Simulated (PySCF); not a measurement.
C5H7F3SSi2, SMILES FC(F)(F)[SiH2][SiH2]c1cccs1, singlet at its GFN2-xTB optimised geometry (Å):

```
18

F     -2.5178    -3.4029    -0.9997
C     -1.6608    -3.4552     0.0458
F     -1.1149    -4.6843     0.0193
F     -2.4345    -3.4118     1.1544
Si    -0.3628    -2.0095     0.0018
Si    -1.6611    -0.0874    -0.0040
C     -0.4633     1.3537     0.0000
C      0.9032     1.3537     0.0000
C      1.4728     2.6434     0.0000
C      0.5309     3.6220    -0.0004
S     -1.0608     2.9821    -0.0006
H      0.4674    -2.3322     1.1672
H      0.4234    -2.3607    -1.1855
H     -2.5170     0.0246    -1.1953
H     -2.5313     0.0287     1.1763
H      1.4843     0.4470    -0.0001
H      2.5313     2.8330    -0.0003
H      0.6728     4.6843    -0.0009
```

Level of theory: PySCF with B3LYP/def2-SVP. Cells within 0.4 Å of a nucleus heavier than hydrogen are left out (blank, or x).

Map of the log10 of the electron density (e/bohr³), floored at −4 on the plane z = 1.0 Å:

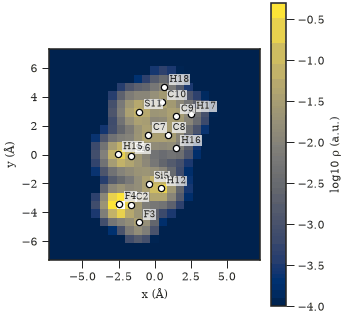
Figure: Log10 of the electron density (e/bohr³), floored at −4 on the plane z = 1.0 Å.
